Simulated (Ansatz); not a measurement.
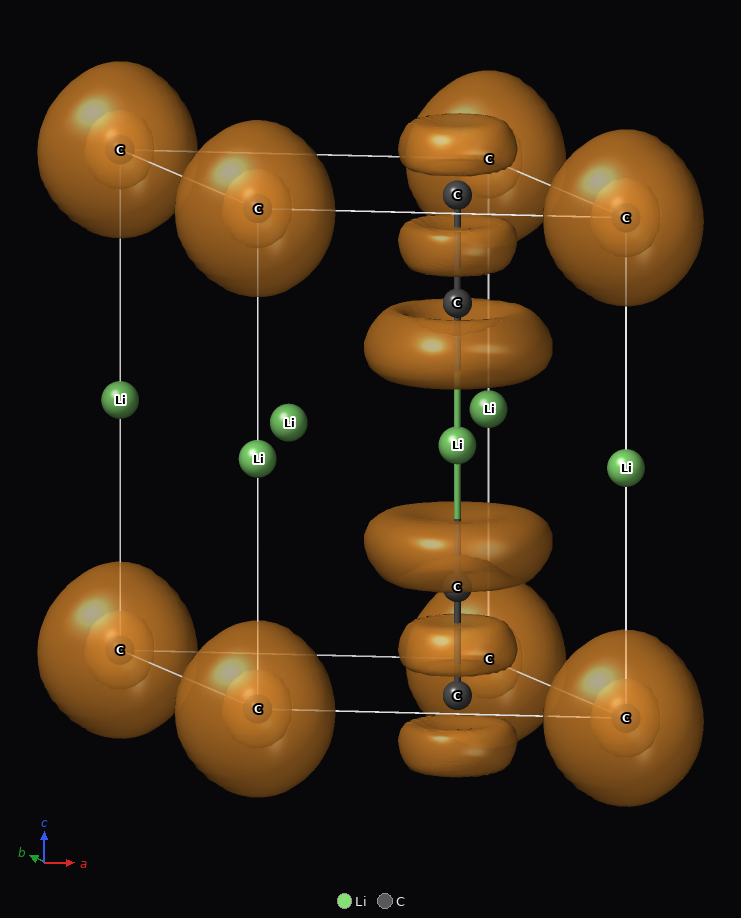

*Li3C4. Isosurface of the ELF at 0.75 (orange), seen slightly off an axis. Only the valence region is drawn (cores and ρ < 0.01 e/Å³ removed). Sticks mark near contacts.*

Space group P-6m2; a structure generated by program, which may or may not match a known phase; spin-polarised.

Method: Ansatz, DFT PBE, scalar-relativistic, plane waves, PAW.

Core electrons are frozen (PAW), and the valence fields are smoothed inside the atomic spheres.

Describe the localisation domains.

Answer. The surface consists of two regions between bonded C–C atoms, two lobes of the valence shell of C pointing towards Li and one region wrapped around C (its valence shell), counted in one cell of 7 atoms. Regions shared between cells count once.

Values along the shortest contacts:
C–C (1.31 Å): the ELF peaks at about 0.90 between the atoms. Li–C (1.72 Å): the ELF peaks at about 0.90 in the valence shell of C, 0.7 Å from its nucleus, and is about 0.75 at the midpoint.
